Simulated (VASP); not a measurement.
## Lattice of Silicon across functionals and dispersion corrections

Aim: relax Silicon at several levels and hold each cell against experiment. The levels: PBE, LDA, r2SCAN and PBE + D3(BJ). LASPH is on for some levels and off for others; the table marks which. The start is a cell from a database of measured crystal structures.

Main program and level: VASP 6.6.1; PBE; plane waves and PAW (Si), in the first sound run; inputs show where later runs differ.

The experiments to compare with:

“Periodic corner holes on the Si(111)-7×7 surface can trap silver atoms” (2022, pmc:9142567) quotes from earlier work for Si, diamond cubic (bulk crystal): lattice constant a (cubic lattice parameter, quoted experimental value) 5.431 Å [literature experimental value quoted without source or temperature in the computational …].

## Step 1: The structure

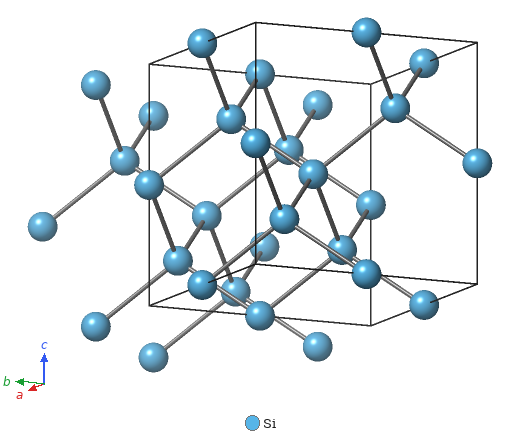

Start, viewed from a free direction; silicon blue. 2×1×1 cells are drawn. This picture shows the conventional cell, with its axes. Some periodic images of atoms are drawn too.

## Step 2: Relaxation with PBE

Properties are meant for the cell that this level of theory prefers, so cell and atoms are relaxed first (ISIF = 3) until forces and stress are small; EDIFFG sets the threshold. PBE, the usual starting point, adds the gradient of the density.

INCAR

```
SYSTEM = Si
PREC = Accurate
ENCUT = 520
EDIFF = 1E-06
NELM = 100
ISMEAR = -1
SIGMA = 0.05
LREAL = .FALSE.
ALGO = Normal
GGA = PE
NBANDS = 10
LORBIT = 11
LWAVE = .FALSE.
LCHARG = .FALSE.
KPAR = 2
IBRION = 2
NSW = 60
ISIF = 3
EDIFFG = -0.01
```

POSCAR

```
Si
1.0
    0.0000000000      2.7154705000      2.7154705000
    2.7154705000      0.0000000000      2.7154705000
    2.7154705000      2.7154705000      0.0000000000
Si
2
Direct
    0.0000000000      0.0000000000      0.0000000000
    0.2500000000      0.2500000000      0.2500000000
```

KPOINTS

```
Automatic mesh
0
Gamma
7 7 7
0 0 0
```

PAW data sets: Si (PBE family, release 64).

Started as:

```console
$ mpirun -np 2 vasp_std
```

Output:

```text
[banner, memory and clock lines left out]
running    2 mpi-ranks, on    1 nodes
 distrk:  each k-point on    1 cores,    2 groups
 distr:  one band on    1 cores,    1 groups

 POSCAR found type information on POSCAR Si
 POSCAR found :  1 types and       2 ions
 LDA part: xc-table for (Slater+PW92), standard interpolation
 POSCAR, INCAR and KPOINTS ok, starting setup
 FFT: planning ... GRIDC
 FFT: planning ... GRID_SOFT
 FFT: planning ... GRID
 WAVECAR not read
 entering main loop
       N       E                     dE             d eps       ncg     rms          rms(c)
DAV:   1     0.591935871805E+01    0.59194E+01   -0.33061E+03   400   0.631E+02
DAV:   2    -0.105621209030E+02   -0.16481E+02   -0.16077E+02   520   0.863E+01
DAV:   3    -0.110136381535E+02   -0.45152E+00   -0.45006E+00   532   0.124E+01
DAV:   4    -0.110172653149E+02   -0.36272E-02   -0.36256E-02   488   0.134E+00
DAV:   5    -0.110172951882E+02   -0.29873E-04   -0.29871E-04   480   0.114E-01    0.489E+00
DAV:   6    -0.108914530855E+02    0.12584E+00   -0.75314E-02   456   0.121E+00    0.298E+00
DAV:   7    -0.108340657769E+02    0.57387E-01   -0.14385E-01   458   0.179E+00    0.187E-01
DAV:   8    -0.108352751423E+02   -0.12094E-02   -0.51579E-03   470   0.424E-01    0.805E-02
DAV:   9    -0.108354761469E+02   -0.20100E-03   -0.19522E-04   520   0.919E-02    0.583E-02
DAV:  10    -0.108355013836E+02   -0.25237E-04   -0.24262E-05   446   0.303E-02    0.612E-03
DAV:  11    -0.108355017545E+02   -0.37090E-06   -0.15152E-06   528   0.705E-03
   1 F= -.10835502E+02 E0= -.10835474E+02  d E =-.108355E+02
 curvature:   0.00 expect dE= 0.000E+00 dE for cont linesearch  0.000E+00
 trial: gam= 0.00000 g(F)=  0.610E-49 g(S)=  0.173E-01 ort = 0.000E+00 (trialstep = 0.100E+01)
 search vector abs. value=  0.173E-01
 bond charge predicted
       N       E                     dE             d eps       ncg     rms          rms(c)
DAV:   1    -0.108449913255E+02   -0.94899E-02   -0.25186E-01   438   0.234E+00    0.469E-01
DAV:   2    -0.108406045031E+02    0.43868E-02   -0.45396E-03   436   0.385E-01    0.301E-01
DAV:   3    -0.108382403662E+02    0.23641E-02   -0.44907E-03   434   0.287E-01    0.900E-02
DAV:   4    -0.108382430503E+02   -0.26842E-05   -0.77250E-05   448   0.596E-02    0.776E-02
DAV:   5    -0.108382332006E+02    0.98498E-05   -0.13722E-05   434   0.219E-02    0.180E-02
DAV:   6    -0.108382335549E+02   -0.35435E-06   -0.22493E-07   252   0.348E-03
   2 F= -.10838234E+02 E0= -.10838218E+02  d E =-.273180E-02
 trial-energy change:   -0.002732  1 .order   -0.003016   -0.017324    0.011292
 step:   0.5910(harm=  0.6054)  dis= 0.00000  next Energy=   -10.840562 (dE=-0.506E-02)
 bond charge predicted
       N       E                     dE             d eps       ncg     rms          rms(c)
DAV:   1    -0.108416555027E+02   -0.34223E-02   -0.42851E-02   434   0.973E-01    0.195E-01
DAV:   2    -0.108409237265E+02    0.73178E-03   -0.77382E-04   438   0.158E-01    0.123E-01
DAV:   3    -0.108405391942E+02    0.38453E-03   -0.75556E-04   424   0.118E-01    0.385E-02
DAV:   4    -0.108405408123E+02   -0.16181E-05   -0.12686E-05   448   0.244E-02    0.335E-02
DAV:   5    -0.108405434075E+02   -0.25952E-05   -0.21536E-06   422   0.878E-03    0.777E-03
DAV:   6    -0.108405432355E+02    0.17203E-06   -0.36584E-08   206   0.144E-03
   3 F= -.10840543E+02 E0= -.10840523E+02  d E =-.504148E-02
 curvature:  -0.30 expect dE=-0.472E-07 dE for cont linesearch -0.472E-07
 trial: gam=-0.00299 g(F)=  0.291E-49 g(S)=  0.156E-06 ort = 0.520E-04 (trialstep = 0.918E+00)
 search vector abs. value=  0.101E-09
 reached required accuracy - stopping structural energy minimisation
```

Wall time 15 s (2 MPI ranks of AMD EPYC 7R43, shared host); peak memory 0.24 GiB; 28 s of CPU time.

Lines that name or quote the potential files are left out of all logs, and their timing lines are given in words.

OUTCAR, selected parts (step 2):

```text
ion  position               nearest neighbor table
   1  0.000  0.000  0.000-   2 2.35   2 2.35   2 2.35   2 2.35
   2  0.250  0.250  0.250-   1 2.35   1 2.35   1 2.35   1 2.35

  LATTYP: Found a face centered cubic cell.
 ALAT       =     5.4309410000

 Subroutine GETGRP returns: Found 48 space group operations
 (whereof 24 operations were pure point group operations)

The static configuration has the point symmetry T_d .
 The point group associated with its full space group is O_h .

 Found     20 irreducible k-points:

   k-points           NKPTS =     20   k-points in BZ     NKDIM =     20   number of bands    NBANDS=     10

   dimension x,y,z NGX =    30 NGY =   30 NGZ =   30
   dimension x,y,z NGXF=    60 NGYF=   60 NGZF=   60

   ENCUT  =  520.0 eV  38.22 Ry    6.18 a.u.   7.14  7.14  7.14*2*pi/ulx,y,z

   NELECT =       8.0000    total number of electrons

 k-points in reciprocal lattice and weights: Automatic mesh
   0.00000000  0.00000000  0.00000000       0.003
   0.14285714  0.00000000  0.00000000       0.023
   0.28571429  0.00000000  0.00000000       0.023
   0.42857143  0.00000000  0.00000000       0.023
   0.14285714  0.14285714  0.00000000       0.017
   0.28571429  0.14285714  0.00000000       0.070
   0.42857143  0.14285714  0.00000000       0.070
  -0.42857143  0.14285714  0.00000000       0.070
  -0.28571429  0.14285714  0.00000000       0.070
[...]
-0.42857143  0.42857143  0.14285714       0.070
  -0.28571429  0.42857143  0.14285714       0.070

 average (electrostatic) potential at core
       1 -83.4781       2 -83.4781

 E-fermi :   5.9070

 k-point     1 :       0.0000    0.0000    0.0000
  band No.  band energies     occupation
      1      -6.1959      2.00000
      2       5.6191      1.99371
      3       5.6191      1.99371
      4       5.6191      1.99371
      5       8.1745      0.00000
      6       8.1745      0.00000
      7       8.1745      0.00000
      8       8.7526      0.00000
      9      13.3264      0.00000
    ...

 k-point     2 :       0.1429    0.0000    0.0000
  band No.  band energies     occupation
      1      -5.9345      2.00000
      2       3.6989      2.00000
      3       5.2695      1.99999
      4       5.2695      1.99999
      5       7.9964      0.00000
      6       8.6858      0.00000
      7       8.6858      0.00000
      8      10.4687      0.00000
      9      12.7776      0.00000
    ...

 k-point     3 :       0.2857    0.0000    0.0000
  band No.  band energies     occupation
      1      -5.1822      2.00000
      2       1.1162      2.00000
      3       4.7618      2.00000
      4       4.7618      2.00000
      5       7.4530      0.00000
      6       9.1426      0.00000
      7       9.1426      0.00000
      8      12.9309      0.00000
      9      13.0571      0.00000
    ...

  Total        0.0014689      0.0014689      0.0014689      0.0000000      0.0000000      0.0000000
  in kB        0.0575551      0.0575551      0.0575551      0.0000000      0.0000000      0.0000000
  external PRESSURE =       0.0575551 kB  Pullay stress =       0.0000000 kB

  energy-cutoff  :      520.00
  volume of cell :       40.89
      direct lattice vectors                 reciprocal lattice vectors
     0.000000000  2.734411003  2.734411003    -0.182854735  0.182854735  0.182854735
     2.734411003  0.000000000  2.734411003     0.182854735 -0.182854735  0.182854735
     2.734411003  2.734411003  0.000000000     0.182854735  0.182854735 -0.182854735

 POSITION                                       TOTAL-FORCE (eV/Angst)
 -----------------------------------------------------------------------------------
      0.00000      0.00000      0.00000         0.000000      0.000000      0.000000
      1.36721      1.36721      1.36721        -0.000000     -0.000000     -0.000000
 -----------------------------------------------------------------------------------
    total drift:                               -0.000000     -0.000000     -0.000000

  FREE ENERGIE OF THE ION-ELECTRON SYSTEM (eV)
  ---------------------------------------------------
  free  energy   TOTEN  =       -10.8405432355 eV

  energy  without entropy=      -10.8405036733  energy(sigma->0) =      -10.84052345

 reached required accuracy - stopping structural energy minimisation

 total charge
# of ion       s       p       d       tot
------------------------------------------
    1        0.750   0.929   0.000   1.679
    2        0.750   0.929   0.000   1.679
--------------------------------------------------
tot          1.499   1.859   0.000   3.358

[... 3 further parts left out ...]
```

CONTCAR:

```
Si
   1.00000000000000
     0.0000000000000000    2.7344110027830020    2.7344110027830020
     2.7344110027830020    0.0000000000000000    2.7344110027830020
     2.7344110027830020    2.7344110027830020    0.0000000000000000
  Si
     2
Direct
     0.0000000000000000    0.0000000000000000    0.0000000000000000
     0.2500000000000000    0.2500000000000000    0.2500000000000000
```

The gap is read on the k-mesh alone, so it is an upper bound where the band edges lie off the mesh. The run keeps the 48 symmetry operations of its start, so it cannot find a distortion of lower symmetry.

The steps of the relaxation:

| step | energy less that of the first step (eV) | largest force (eV/Å) | pressure (GPa) | volume (Å³) |
| --- | --- | --- | --- | --- |
| 1 | 0.0000 | 0.0000 | 1.96 | 40.05 |
| 2 | -0.0027 | 0.0000 | -1.23 | 41.48 |
| 3 | -0.0050 | 0.0000 | 0.01 | 40.89 |

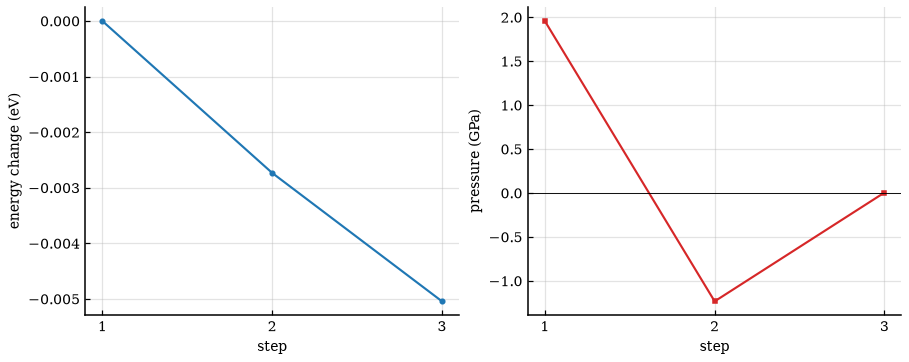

Energy and pressure along the relaxation.

| conventional cell, symmetrised | before | after | change |
| --- | --- | --- | --- |
| a (Å) | 5.431 | 5.469 | +0.7 % |
| b (Å) | 5.431 | 5.469 | +0.7 % |
| c (Å) | 5.431 | 5.469 | +0.7 % |
| volume (Å³/atom) | 20.02 | 20.45 | +2.1 % |

The relaxed structure:

```xyz
2
Lattice="0.0000 2.7344 2.7344 2.7344 0.0000 2.7344 2.7344 2.7344 0.0000" Properties=species:S:1:pos:R:3 pbc="T T T"
Si    0.0000    0.0000    0.0000
Si    1.3672    1.3672    1.3672
```

Numbers from this step:

```yaml
electrons: 8
bands: 10
irreducible_k_points: 20
symmetry_operations: 48
free_energy_toten: -10.84 eV
fermi_energy: 5.907 eV
pressure: 0.005756 GPa
metallic: no
valence_top_at_k: 0, 0, 0
conduction_bottom_at_k: 0.4286, 0.4286, 0
least_direct_gap_at_k: 0, 0, 0
scf_cycles_over_all_ionic_steps: 23
gap_on_the_k_mesh: 0.6106 eV
least_direct_gap_on_the_k_mesh: 2.555 eV
```

It ends with forces that vanish by symmetry and a pressure of 0.01 GPa. The volume lies +2.1 % from that of the database's start. The conventional cell has a = 5.469 Å.

## Step 3: Relaxation with LDA

This step: LDA; plane waves and PAW (Si) (VASP 6.6.1).

LDA, the lowest rung, knows the local density alone.

INCAR: that of step 2 with these lines changed.

```diff
@@ -9,3 +9,3 @@
 ALGO = Normal
-GGA = PE
+GGA = CA
 NBANDS = 10
```

POSCAR is that of step 2.

KPOINTS is that of step 2.

Started as:

```console
$ mpirun -np 2 vasp_std
```

Output:

```text
[banner, memory and clock lines left out]
running    2 mpi-ranks, on    1 nodes
 distrk:  each k-point on    1 cores,    2 groups
 distr:  one band on    1 cores,    1 groups

 POSCAR found type information on POSCAR Si
 POSCAR found :  1 types and       2 ions
|                                                                             |
|               ----> ADVICE to this user running VASP <----                  |
|                                                                             |
|     You enforced a specific xc type in the INCAR file but a different       |
|     [... a line on the potential file left out ...]
|     I HOPE YOU KNOW WHAT YOU ARE DOING!                                     |
|                                                                             |

 LDA part: xc-table for (Slater(with rela. corr.)+CA(PZ))
 , standard interpolation
 POSCAR, INCAR and KPOINTS ok, starting setup
 FFT: planning ... GRIDC
 FFT: planning ... GRID_SOFT
 FFT: planning ... GRID
 WAVECAR not read
 entering main loop
       N       E                     dE             d eps       ncg     rms          rms(c)
DAV:   1     0.496161484126E+01    0.49616E+01   -0.33021E+03   400   0.631E+02
DAV:   2    -0.116297300555E+02   -0.16591E+02   -0.16185E+02   528   0.864E+01
DAV:   3    -0.120894757199E+02   -0.45975E+00   -0.45829E+00   532   0.125E+01
DAV:   4    -0.120931011791E+02   -0.36255E-02   -0.36240E-02   506   0.134E+00
DAV:   5    -0.120931286296E+02   -0.27451E-04   -0.27449E-04   466   0.108E-01    0.400E+00
DAV:   6    -0.119088919403E+02    0.18424E+00   -0.11582E-01   458   0.144E+00    0.239E+00
DAV:   7    -0.118266598332E+02    0.82232E-01   -0.19919E-01   470   0.194E+00    0.243E-01
DAV:   8    -0.118268662527E+02   -0.20642E-03   -0.68060E-03   460   0.492E-01    0.662E-02
DAV:   9    -0.118268329234E+02    0.33329E-04   -0.19916E-04   508   0.805E-02    0.472E-02
DAV:  10    -0.118268381632E+02   -0.52398E-05   -0.11060E-05   468   0.221E-02    0.199E-02
DAV:  11    -0.118268381410E+02    0.22197E-07   -0.36436E-07   274   0.384E-03
   1 F= -.11826838E+02 E0= -.11826772E+02  d E =-.118268E+02
 curvature:   0.00 expect dE= 0.000E+00 dE for cont linesearch  0.000E+00
 trial: gam= 0.00000 g(F)=  0.802E-50 g(S)=  0.380E-02 ort = 0.000E+00 (trialstep = 0.100E+01)
 search vector abs. value=  0.380E-02
 bond charge predicted
       N       E                     dE             d eps       ncg     rms          rms(c)
DAV:   1    -0.118292029933E+02   -0.23648E-02   -0.59731E-02   434   0.115E+00    0.210E-01
DAV:   2    -0.118279762644E+02    0.12267E-02   -0.14014E-03   444   0.207E-01    0.130E-01
DAV:   3    -0.118273993688E+02    0.57690E-03   -0.12631E-03   430   0.150E-01    0.292E-02
DAV:   4    -0.118273978333E+02    0.15355E-05   -0.18569E-05   462   0.297E-02    0.254E-02
DAV:   5    -0.118273948927E+02    0.29407E-05   -0.85568E-07   310   0.627E-03    0.349E-03
DAV:   6    -0.118273948725E+02    0.20123E-07   -0.94931E-08   218   0.205E-03
   2 F= -.11827395E+02 E0= -.11827311E+02  d E =-.556732E-03
 trial-energy change:   -0.000557  1 .order   -0.000534   -0.003803    0.002735
 step:   0.5867(harm=  0.5816)  dis= 0.00000  next Energy=   -11.827958 (dE=-0.112E-02)
 bond charge predicted
       N       E                     dE             d eps       ncg     rms          rms(c)
DAV:   1    -0.118282691490E+02   -0.87426E-03   -0.10134E-02   430   0.473E-01    0.863E-02
DAV:   2    -0.118280603609E+02    0.20879E-03   -0.23566E-04   436   0.852E-02    0.535E-02
DAV:   3    -0.118279618703E+02    0.98491E-04   -0.21552E-04   426   0.619E-02    0.118E-02
DAV:   4    -0.118279616179E+02    0.25241E-06   -0.31790E-06   462   0.122E-02
   3 F= -.11827962E+02 E0= -.11827885E+02  d E =-.112348E-02
 curvature:  -0.29 expect dE=-0.148E-08 dE for cont linesearch -0.148E-08
 trial: gam= 0.00000 g(F)=  0.486E-50 g(S)=  0.510E-08 ort =-0.441E-05 (trialstep = 0.917E+00)
 search vector abs. value=  0.520E-08
 reached required accuracy - stopping structural energy minimisation
```

Elapsed: 9.8 s, on 2 MPI ranks; peak memory 0.21 GiB; 18 s of CPU time.

OUTCAR, selected parts (step 3):

```text
 Found     20 irreducible k-points:

   NELECT =       8.0000    total number of electrons

 E-fermi :   5.9878

 k-point     1 :       0.0000    0.0000    0.0000
  band No.  band energies     occupation
      1      -6.2622      2.00000
      2       5.7810      1.96852
      3       5.7810      1.96852
      4       5.7810      1.96852
      5       8.3076      0.00000
      6       8.3076      0.00000
      7       8.3076      0.00000
      8       9.1061      0.00000
      9      13.4801      0.00000
    ...

 k-point     2 :       0.1429    0.0000    0.0000
  band No.  band energies     occupation
      1      -5.9935      2.00000
      2       3.8236      2.00000
      3       5.4166      1.99998
      4       5.4166      1.99998
      5       8.1686      0.00000
      6       8.8367      0.00000
      7       8.8367      0.00000
      8      10.7665      0.00000
      9      12.9625      0.00000
    ...

  Total        0.0002655      0.0002655      0.0002655      0.0000000     -0.0000000     -0.0000000
  in kB        0.0107279      0.0107279      0.0107279      0.0000000     -0.0000000     -0.0000000
  external PRESSURE =       0.0107279 kB  Pullay stress =       0.0000000 kB

  energy-cutoff  :      520.00
  volume of cell :       39.66
      direct lattice vectors                 reciprocal lattice vectors
    -0.000000000  2.706660188  2.706660188    -0.184729506  0.184729506  0.184729506
     2.706660188  0.000000000  2.706660188     0.184729506 -0.184729506  0.184729506
     2.706660188  2.706660188  0.000000000     0.184729506  0.184729506 -0.184729506

 POSITION                                       TOTAL-FORCE (eV/Angst)
 -----------------------------------------------------------------------------------
      0.00000      0.00000      0.00000        -0.000000      0.000000      0.000000
      1.35333      1.35333      1.35333         0.000000     -0.000000     -0.000000
 -----------------------------------------------------------------------------------
    total drift:                               -0.000000     -0.000000     -0.000000

  FREE ENERGIE OF THE ION-ELECTRON SYSTEM (eV)
  ---------------------------------------------------
  free  energy   TOTEN  =       -11.8279616179 eV

  energy  without entropy=      -11.8278086318  energy(sigma->0) =      -11.82788512

 total charge
# of ion       s       p       d       tot
------------------------------------------
    1        0.751   0.947   0.000   1.697
    2        0.751   0.947   0.000   1.697
--------------------------------------------------
tot          1.501   1.893   0.000   3.394

[... 9 parts as in an earlier step ...]

[... 5 further parts left out ...]
```

The PAW data sets were made with PBE, though LDA sets exist; this is a small mismatch.

Relaxation path:

| step | energy less that of the first step (eV) | largest force (eV/Å) | pressure (GPa) | volume (Å³) |
| --- | --- | --- | --- | --- |
| 1 | 0.0000 | 0.0000 | -0.92 | 40.05 |
| 2 | -0.0006 | 0.0000 | 0.67 | 39.39 |
| 3 | -0.0011 | 0.0000 | 0.00 | 39.66 |

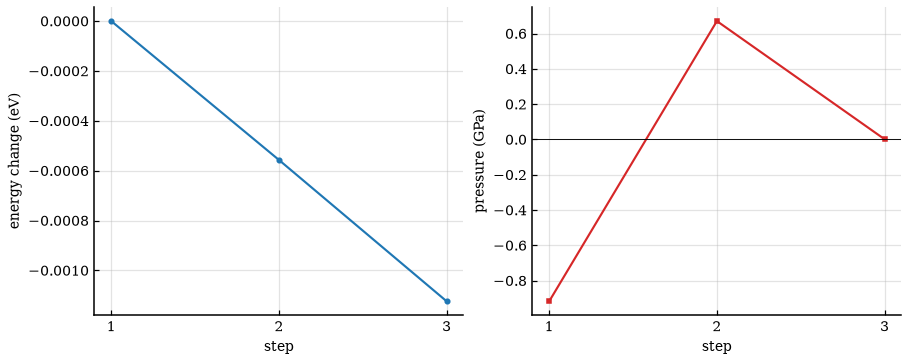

Energy and pressure along the relaxation.

| conventional cell, symmetrised | before | after | change |
| --- | --- | --- | --- |
| a (Å) | 5.431 | 5.413 | -0.3 % |
| b (Å) | 5.431 | 5.413 | -0.3 % |
| c (Å) | 5.431 | 5.413 | -0.3 % |
| volume (Å³/atom) | 20.02 | 19.83 | -1.0 % |

Final coordinates:

```cif
data_structure
_symmetry_space_group_name_H-M 'P 1'
_symmetry_Int_Tables_number 1
_cell_length_a 3.8278
_cell_length_b 3.8278
_cell_length_c 3.8278
_cell_angle_alpha 60.000
_cell_angle_beta 60.000
_cell_angle_gamma 60.000
_cell_volume 39.66
loop_
_atom_site_label
_atom_site_type_symbol
_atom_site_fract_x
_atom_site_fract_y
_atom_site_fract_z
_atom_site_occupancy
Si1 Si 0.00000 0.00000 0.00000 1
Si2 Si 0.25000 0.25000 0.25000 1
```

Numbers from this step:

| Item | Value |
| --- | --- |
| free energy (TOTEN) | -11.83 eV |
| energy at zero smearing | -11.83 eV |
| Fermi energy | 5.988 eV |
| pressure | 0.001073 GPa |
| SCF cycles over all ionic steps | 21 |
| gap on the k-mesh | 0.4486 eV |
| least direct gap on the k-mesh | 2.527 eV |

It ends at 19.83 Å³/atom, -1.0 % from the start, with 0.00 GPa left. The conventional cell has a = 5.413 Å.

(Part 1 of 2 ends here.)

[Lines on the potential files, build, host, timing and source positions are cut from VASP's logs without a mark.]

[Logs are printed without paths, hosts, clocks, repeated set-up lines and the standing remarks that a program may print on its own settings, such as how far it seeks lower states.]

[Hosts, paths, dates, database ids (printed as entryN), source tags and the programs' standing remarks are cut or masked in the printed files.]

[A measured line is paired with the nearest computed mode of its activity, which favours agreement.]
